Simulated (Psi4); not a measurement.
**Excited-state calculation, with input and output: AlH**

System: AlH, SMILES [AlH].
Method: TDDFT (CAM-B3LYP)/def2-SVP, RKS (Psi4 1.11).

The geometry comes from this level: PBE0-D4/def2-TZVP.

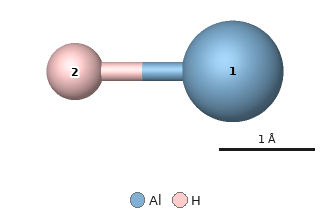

Figure 1. The structure as given in the input (ball-and-stick view, seen on its broad side; atoms are numbered from 1 in the order of the input). Sticks mark near contacts.

The input (calc.inp)
```python
memory 1.6 GB

molecule system {
  0 1
  Al     0.000000     0.000000    -0.025640
  H      0.000000     0.000000     1.639110
  symmetry c1
}

set {
  basis def2-SVP
  puream true
  scf_type pk
  dft_radial_points 99
  dft_spherical_points 590
  save_jk true
}

from psi4.driver.procrouting.response.scf_response import tdscf_excitations
result, w = energy('cam-b3lyp', return_wfn=True)
states = tdscf_excitations(w, states=5, tda=False)
print_variables()
```

Run as:
```bash
psi4 calc.inp calc.out -n 1
```

What the program printed
```
Psi4 1.11 release

   => Loading Basis Set <=

    Name: DEF2-SVP
    Role: ORBITAL
    Keyword: BASIS

         ---------------------------------------------------------
                                   SCF
                              RKS Reference
                        1 Threads,   1525 MiB Core
         ---------------------------------------------------------

  ==> Geometry <==

    Molecular point group: c1
    Full point group: C_inf_v

    Geometry (in Angstrom), charge = 0, multiplicity = 1:

       Center              X                  Y                   Z               Mass
    ------------   -----------------  -----------------  -----------------  -----------------
         AL           0.000000000000     0.000000000000    -0.059943368082    26.981538530000
         H            0.000000000000     0.000000000000     1.604806631918     1.007825032230

  Running in c1 symmetry.

  Rotational constants: A = ************  B =      6.26094  C =      6.26094 [cm^-1]
  Rotational constants: A = ************  B = 187698.29354  C = 187698.29354 [MHz]
  Nuclear repulsion =    4.132334427817990

  Charge       = 0
  Multiplicity = 1
  Electrons    = 14
  Nalpha       = 7
  Nbeta        = 7

  ==> Algorithm <==

  SCF Algorithm Type is PK.
  DIIS enabled.
  MOM disabled.
  Fractional occupation disabled.
  Guess Type is SAD.
  Energy threshold   = 1.00e-06
  Density threshold  = 1.00e-06
  Integral threshold = 1.00e-12

  ==> Primary Basis <==

  Basis Set: DEF2-SVP
    Blend: DEF2-SVP
    Number of shells: 11
    Number of basis functions: 23
    Number of Cartesian functions: 24
    Spherical Harmonics?: true
    Max angular momentum: 2

  ==> DFT Potential <==

   => LibXC <=

    Version 7.1.2

   => Composite Functional: CAM-B3LYP <=

    CAM-B3LYP Hyb-GGA Exchange-Correlation Functional

    Deriv               =              1
    GGA                 =           TRUE
    Meta                =          FALSE

    Exchange Hybrid     =           TRUE
    MP2 Hybrid          =          FALSE

   => Exchange Functionals <=

    0.3500         Becke 88 [omega = 0.3300]
    0.4600   Short-range recipe for B88 functional - erf [omega = 0.3300]

   => Exact (HF) Exchange <=

    0.4600            HF,LR [omega = 0.3300]
    0.1900               HF

   => Correlation Functionals <=

    0.1900   Vosko, Wilk & Nusair (VWN5)
    0.8100   Lee, Yang & Parr

   => LibXC Density Thresholds  <==

    XC_HYB_GGA_XC_CAM_B3LYP:  1.00E-14

   => Molecular Quadrature <=

    Radial Scheme          =       TREUTLER
    Pruning Scheme         =           NONE
    Nuclear Scheme         =       TREUTLER

    Blocking Scheme        =         OCTREE
    BS radius alpha        =              1
    Pruning alpha          =              1
    Radial Points          =             99
    Spherical Points       =            590
    Total Points           =         110822
    Total Blocks           =            894
    Max Points             =            256
    Max Functions          =             23
    Weights Tolerance      =       1.00E-15

  ==> Integral Setup <==

  Using in-core PK algorithm.
   Calculation information:
      Number of atoms:                   2
      Number of AO shells:              11
      Number of primitives:             23
      Number of atomic orbitals:        24
      Number of basis functions:        23

      Integral cutoff                 1.00e-12
      Number of threads:                 1

  Performing in-core PK
  Using 114678 doubles for integral storage.
  We computed 2211 shell quartets total.
  Whereas there are 2211 unique shell quartets.

  Computing range-separated integrals for PK
  We computed 2211 wK shell quartets total.
  Whereas there are 2211 wK unique shell quartets.

  ==> DiskJK: Disk-Based J/K Matrices <==

    J tasked:                  Yes
    K tasked:                  Yes
    wK tasked:                 Yes
    Omega:               3.300E-01
    Memory [MiB]:             1073
    Schwarz Cutoff:          1E-12

  Cached 100.0% of DFT collocation blocks in 0.069 [GiB].

  Minimum eigenvalue in the overlap matrix is 6.1541081197E-02.
  Reciprocal condition number of the overlap matrix is 1.9999527013E-02.
    Using symmetric orthogonalization.

  ==> Pre-Iterations <==

  SCF Guess: Superposition of Atomic Densities via on-the-fly atomic UHF (no occupation information).

   -------------------------
    Irrep   Nso     Nmo
   -------------------------
     A         23      23
   -------------------------
    Total      23      23
   -------------------------

  ==> Iterations <==

                        Total Energy        Delta E     RMS |[F,P]|

   @RKS iter SAD:  -242.43578838355319   -2.42436e+02   0.00000e+00
   @RKS iter   1:  -242.88755593259654   -4.51768e-01   3.99006e-03 DIIS/ADIIS
   @RKS iter   2:  -242.89465137754658   -7.09544e-03   6.91988e-04 DIIS/ADIIS
   @RKS iter   3:  -242.89489119767907   -2.39820e-04   6.89120e-05 DIIS
   @RKS iter   4:  -242.89489433249918   -3.13482e-06   1.27482e-05 DIIS
   @RKS iter   5:  -242.89489452120745   -1.88708e-07   2.79256e-06 DIIS
   @RKS iter   6:  -242.89489453074813   -9.54068e-09   2.95498e-07 DIIS
  Energy and wave function converged.

  ==> Post-Iterations <==

   Electrons on quadrature grid:
      Ntotal   =   13.9999999869 ; deviation = -1.307e-08

    Orbital Energies [Eh]
    ---------------------

    Doubly Occupied:

       1A    -56.111287     2A     -4.215527     3A     -2.772438
       4A     -2.772438     5A     -2.764426     6A     -0.427443
       7A     -0.255703

    Virtual:

       8A     -0.026701     9A     -0.026701    10A      0.109729
      11A      0.138785    12A      0.350055    13A      0.368296
      14A      0.368296    15A      0.489330    16A      0.489330
      17A      0.495316    18A      0.495316    19A      0.563501
      20A      0.813121    21A      1.623034    22A      1.623034
      23A      2.062664

    Final Occupation by Irrep:
              A
    DOCC [     7 ]
    NA   [     7 ]
    NB   [     7 ]

  @RKS Final Energy:  -242.89489453074813

   => Energetics <=

    Nuclear Repulsion Energy =              4.1323344278179901
    One-Electron Energy =                -345.5005279823198521
    Two-Electron Energy =                 112.8152752326893591
    DFT Exchange-Correlation Energy =     -14.3419762089356269
    Empirical Dispersion Energy =           0.0000000000000000
    VV10 Nonlocal Energy =                  0.0000000000000000
    Total Energy =                       -242.8948945307481324

Computation Completed

Properties will be evaluated at   0.000000,   0.000000,   0.000000 [a0]

Properties computed using the SCF density matrix

 Multipole Moments:

 ------------------------------------------------------------------------------------
     Multipole            Electronic (a.u.)      Nuclear  (a.u.)        Total (a.u.)
 ------------------------------------------------------------------------------------

 L = 1.  Multiply by 2.5417464519 to convert [e a0] to [Debye]
 Dipole X            :          0.0000000            0.0000000            0.0000000
 Dipole Y            :          0.0000000            0.0000000            0.0000000
 Dipole Z            :         -1.5519524            1.5600499            0.0080975
 Magnitude           :                                                    0.0080975

 ------------------------------------------------------------------------------------

	total time  =          3 seconds =       0.05 minutes

******************************************************************************************
**********                               WARNING                                **********
**********       The names of excited state variables changed between 1.5       **********
**********     and 1.6. For a quick solution, remove the symmetry specifier     **********
**********   from the variable name. For full details, see 'Notes on Psivars'   **********
**********                        in the documentation.                         **********
******************************************************************************************

         ---------------------------------------------------------
                         TDSCF excitation energies
         ---------------------------------------------------------

  ==> Options <==

     Residual threshold  : 1.0000e-04
     Initial guess       : denominators
     Reference           : RHF
     Solver type         : RPA (Hamiltonian)

  ==> Requested Excitations <==

      5 singlet states with A symmetry

  ==> Seeking the lowest 5 singlet states with A symmetry

                        Generalized Hamiltonian Solver

  ==> Options <==

    Max number of iterations        = 60
    Eigenvector tolerance           = 1.0000e-04
    Max number of expansion vectors = 1000

  => Iterations <=
                              Max[D[value]]     Max[|R|]   # vectors
  HamiltonianSolver iter   1:   2.92886e-01  6.57066e-02     20
  HamiltonianSolver iter   2:   1.10803e-03  1.09022e-02     30
  HamiltonianSolver iter   3:   9.49272e-06  2.75539e-04     40
  HamiltonianSolver iter   4:   4.63846e-09  4.91508e-05     44      Converged

******************************************************************************************
**********                               WARNING                                **********
**********  Length-gauge rotatory strengths are **NOT** gauge-origin invariant  **********
******************************************************************************************

                                    Excitation Energy         Total Energy        Oscillator Strength             Rotatory Strength
     #   Sym: GS->ES (Trans)        au              eV              au          au (length)    au (velocity)    au (length)    au (velocity)
    ---- -------------------- --------------- --------------- --------------- --------------- --------------- --------------- ---------------
     1        A->A (1 A)       0.10608         2.88649        -242.78882       0.0567          0.0894         -0.0000          0.0000
     2        A->A (1 A)       0.10608         2.88649        -242.78882       0.0567          0.0894          0.0000         -0.0000
     3        A->A (1 A)       0.27277         7.42239        -242.62213       0.0018          0.0024         -0.0000         -0.0000
     4        A->A (1 A)       0.28743         7.82129        -242.60747       1.1142          0.9709         -0.0000         -0.0000
     5        A->A (1 A)       0.29223         7.95202        -242.60266       0.4568          0.4632          0.0000          0.0000

Contributing excitations and de-excitations
Only contributions with abs(coeff) > 1.00e-01 will be printed:

Excited State    1 (1 A):   0.10608 au   429.53 nm f = 0.0567
  Sums of squares: Xssq =  1.015030e+00; Yssq =  1.503044e-02; Xssq - Yssq =  1.000000e+00
      6a  ->   9a    -0.118397 ( 1.402%)
      7a  ->   9a     0.998324 (99.665%)
      7a  <-   9a    -0.109076 ( 1.190%)

Excited State    2 (1 A):   0.10608 au   429.53 nm f = 0.0567
  Sums of squares: Xssq =  1.015030e+00; Yssq =  1.503043e-02; Xssq - Yssq =  1.000000e+00
      6a  ->   8a    -0.118397 ( 1.402%)
      7a  ->   8a     0.998324 (99.665%)
      7a  <-   8a    -0.109076 ( 1.190%)

Excited State    3 (1 A):   0.27277 au   167.04 nm f = 0.0018
  Sums of squares: Xssq =  1.002074e+00; Yssq =  2.074232e-03; Xssq - Yssq =  1.000000e+00
      7a  ->  10a    -0.532815 (28.389%)
      7a  ->  11a     0.841214 (70.764%)

Excited State    4 (1 A):   0.28743 au   158.52 nm f = 1.1142
  Sums of squares: Xssq =  1.009517e+00; Yssq =  9.517153e-03; Xssq - Yssq =  1.000000e+00
      6a  ->  10a    -0.100858 ( 1.017%)
      7a  ->  10a    -0.843253 (71.107%)
      7a  ->  11a    -0.532224 (28.326%)

Excited State    5 (1 A):   0.29223 au   155.92 nm f = 0.4568
  Sums of squares: Xssq =  1.010659e+00; Yssq =  1.065915e-02; Xssq - Yssq =  1.000000e+00
      6a  ->   9a    -0.992369 (98.480%)
      7a  ->   9a    -0.127528 ( 1.626%)

******************************************************************************************
**********                               WARNING                                **********
**********       The names of excited state variables changed between 1.5       **********
**********     and 1.6. For a quick solution, remove the symmetry specifier     **********
**********   from the variable name. For full details, see 'Notes on Psivars'   **********
**********                        in the documentation.                         **********
******************************************************************************************

  Variable Map:
  ----------------------------------------------------------------------------
  "CURRENT ENERGY"              =>    -242.894894530748
  "CURRENT REFERENCE ENERGY"    =>    -242.894894530748
  "DD SOLVATION ENERGY"         =>       0.000000000000
  "DFT FUNCTIONAL TOTAL ENERGY" =>    -242.894894530748
  "DFT TOTAL ENERGY"            =>    -242.894894530748
  "DFT VV10 ENERGY"             =>       0.000000000000
  "DFT XC ENERGY"               =>     -14.341976208936
  "GRID ELECTRONS ALPHA"        =>       6.999999993466
  "GRID ELECTRONS BETA"         =>       6.999999993466
  "GRID ELECTRONS TOTAL"        =>      13.999999986932
  "NUCLEAR REPULSION ENERGY"    =>       4.132334427818
  "ONE-ELECTRON ENERGY"         =>    -345.500527982320
  "PCM POLARIZATION ENERGY"     =>       0.000000000000
  "PE ENERGY"                   =>       0.000000000000
  "SCF ITERATION ENERGY"        =>    -242.894894530748
  "SCF ITERATIONS"              =>       6.000000000000
  "SCF TOTAL ENERGY"            =>    -242.894894530748
  "TWO-ELECTRON ENERGY"         =>     112.815275232689
  "XC GRID RADIAL POINTS"       =>      99.000000000000
  "XC GRID SPHERICAL POINTS"    =>     590.000000000000
  "XC GRID TOTAL POINTS"        =>  110822.000000000000

  Array Variable Map:
  ----------------------------------------------------------------------------
  "CURRENT DIPOLE"              =>       0.000000000000 ... 0.008097463521 1 by 3
  "SCF DIPOLE"                  =>       0.000000000000 ... 0.008097463521 1 by 3
  "SCF TOTAL ENERGIES"          =>    -242.435788383553 ... -242.894894530748 1 by 7

    Psi4 run time: 0:00:06.40
```

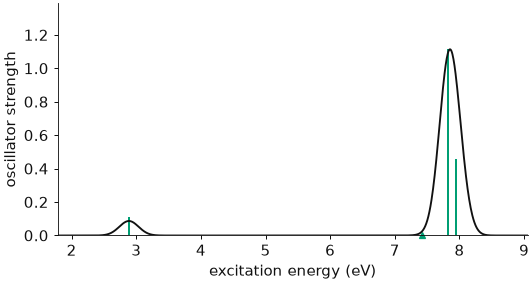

Figure 2. Computed excitations as sticks (degenerate states added up, dark ones marked on the axis), with a Gaussian envelope of 0.35 eV full width at half maximum, scaled to the tallest. Of the 5 states the lowest lies at 2.89 eV (f = 0.057); the strongest line is at 7.82 eV, or 159 nm (f = 1.114).

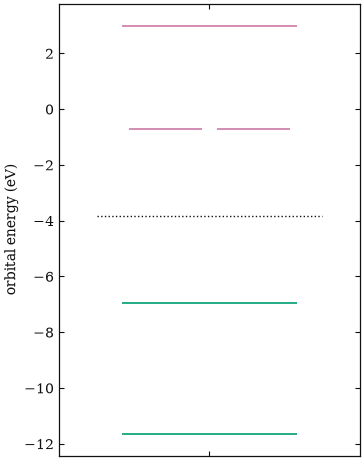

Figure 3. Orbital energies near the frontier; the dotted line parts filled from empty levels, and levels within 0.02 eV of each other stand side by side. Highest filled −6.96 eV, lowest empty −0.73 eV, 6.23 eV apart.

Results in brief

| quantity | value |
| --- | --- |
| outcome | converged |
| total energy | −242.894895 hartree |
| basis functions | 23 |
| HOMO | −6.96 eV |
| LUMO | −0.73 eV |
| dipole moment | 0.02 D |
| lowest excitation | 2.89 eV |
| hardware | 1 thread of Intel Xeon @ 2.70GHz, 189 GiB of memory available, shared host |
| wall time | 8.1 s |
| peak memory | 0.28 GiB |
